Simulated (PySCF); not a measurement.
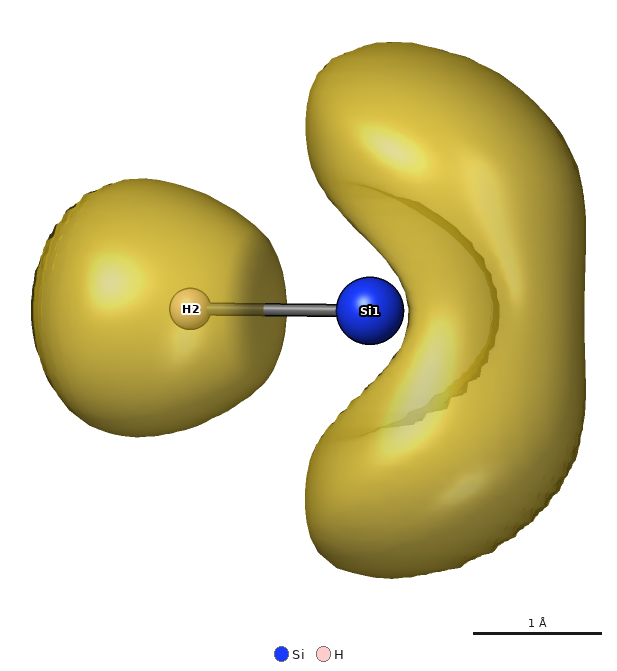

*SiH (doublet). Isosurface of the electron localisation function at 0.9 (yellow), seen from one side. Only the valence region is drawn (cores and ρ < 0.01 e/Å³ removed).*

The calculation used PBE0/def2-TZVPPD, non-relativistic Hamiltonian with scalar-relativistic core potentials where named, at a bond length of 1.532 Å in PySCF.

### Where are the electrons localised?

The surface consists of one region around a hydrogen nucleus and one ring or bowl of non-bonding electrons around Si. Along the contacts the grid gives the following. Si–H (1.53 Å): the ELF climbs to about 1 towards the hydrogen, as it does in any bond to H.
